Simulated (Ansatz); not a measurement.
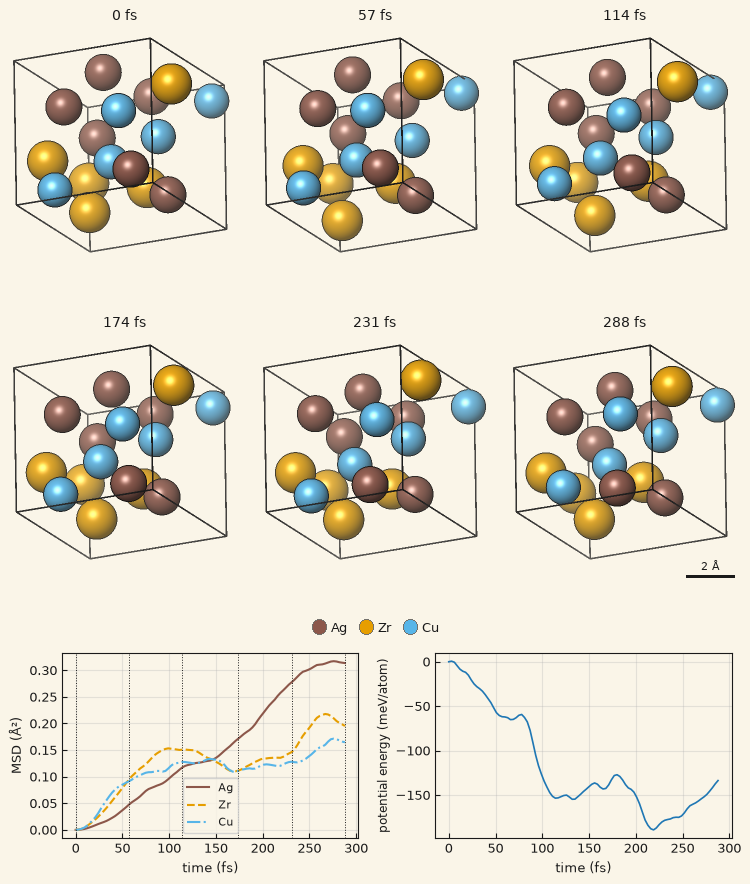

Molecular dynamics of an amorphous cell of composition Zr5Cu5Ag6 (16 atoms in the cell), 288 fs long. It starts from the last geometry of an earlier run, with fresh velocities. Frames and the history of the run. Style: spheres-only. Shown: the simulation cell, from a free direction.

The calculation used Ansatz, DFT PBE, scalar-relativistic, plane waves, PAW. Set-up: plane-wave cutoff 420 eV; k-point mesh 1 × 1 × 1; Fermi-Dirac smearing 0.14 eV; volume 0.96 times that of the relaxed crystal; set temperature 1620 K; time step 3 fs.

Input
```yaml
crystal:
  lattice:
    - [6.482351, 0.122001, 0.21425]
    - [0.122001, 6.736303, -0.06512]
    - [0.21425, -0.06512, 6.373865]
  atoms:
    - { symbol: Ag, position: [0.8327481799, 0.7523246691, 0.1863704534] }
    - { symbol: Ag, position: [0.1138478601, 0.5321682403, 0.9568509384] }
    - { symbol: Ag, position: [0.8374325462, 0.272303767, 0.6904199855] }
    - { symbol: Ag, position: [0.380193716, 0.7783913183, 0.150786303] }
    - { symbol: Ag, position: [0.288495866, 0.2199712338, 0.6598812435] }
    - { symbol: Ag, position: [0.5690645873, 0.4214651515, 0.9933247109] }
    - { symbol: Zr, position: [0.0886417143, 0.4729221762, 0.3426197535] }
    - { symbol: Zr, position: [0.302170928, 0.1631865964, 0.1491791779] }
    - { symbol: Zr, position: [0.6193056293, 0.0307590263, 0.4232387041] }
    - { symbol: Zr, position: [0.6155200268, 0.9433722101, 0.8171349362] }
    - { symbol: Zr, position: [0.0568072404, 0.0280295895, 0.4525567869] }
    - { symbol: Cu, position: [0.0303211083, 0.9238999779, 0.8914221777] }
    - { symbol: Cu, position: [0.7966118421, 0.6500587936, 0.61912296] }
    - { symbol: Cu, position: [0.5644978067, 0.4653446265, 0.368783676] }
    - { symbol: Cu, position: [0.3619826881, 0.7055468142, 0.5706177743] }
    - { symbol: Cu, position: [0.8317272339, 0.193164978, 0.1293231072] }
  symmetry: { detect: false }
basis:
  ecutwfc: 420
  xc_grid: 1
kpoints:
  mp_grid: { grid: [1, 1, 1], shift: [0.25, 0.25, 0.25] }
hamiltonian:
  xc: pbe
scf:
  occupations: { method: fermi_dirac, width: 0.1396 }
  lower_state_search: "off"
  convergence: { dr2_threshold: 1.0e-05 }
output:
  forces: true
  stress: true
md:
  timestep: 3.0
  n_steps: 96
  ensemble: nvt_langevin
  friction: 0.03
  temperature: 1620.0
  initial_velocities: maxwell_boltzmann
  seed: 15787
```

Command:
```bash
ansatz run input.yaml --threads 2 --pin off --max-ram 5120MiB --backend cpu --events-out ev --progress --plain --runs-dir out
```

**What happens in this trajectory?**

Over the second half the temperature averages 1503 K (spread ±231 K). The potential energy in the second half lies on average 155 meV per atom below the first frame. The mean pressure there is 8.3 GPa. In the second half of the run the atoms are, in the root-mean-square, this far from where they began (common drift taken out): Ag 0.49 Å, Zr 0.39 Å, Cu 0.36 Å. Against the typical shortest distance between atoms in the first frame, about 2.5 Å these are large excursions, but over 288 fs one can't yet tell strong vibration from the start of diffusion.

Limits of the set-up: the k-point mesh is coarse for a cell with partly filled bands; the periodic images lie only 6.4 Å apart, so the values are limited by the cell's size.

Cost: 3.6 min on 2 threads of Arm Neoverse V2, with other jobs on the host, peak memory 0.59 GiB.
